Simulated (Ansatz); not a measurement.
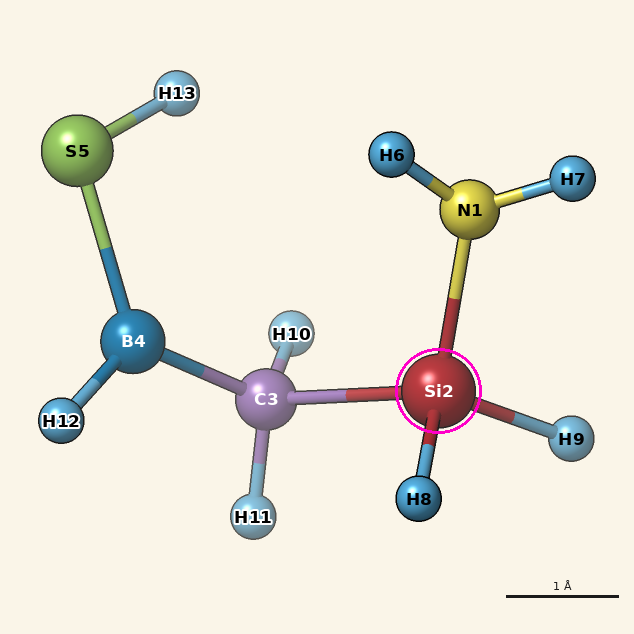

Orthographic view. Atoms fade into the background with distance from the viewer. The geometry was computed by an optimisation with PBE0-D4/def2-TZVP. No frequency run is at hand to confirm it as a minimum.

> Which atoms are bonded to the circled atom?

The circled atom is Si2; it is bonded to N1, C3, H8, H9.

> Which atom is farthest from the viewer?

H10, 1.7 Å behind the mean position.

> What is the shortest path along bonds from the circled atom to H13?

Si2–C3–B4–S5–H13, 4 bonds; through space the two are 3.71 Å apart.

> Of S5 and H13, which is nearer the viewer?

S5; the bond to H13 points away from the viewer, so it looks shorter than its 1.35 Å.
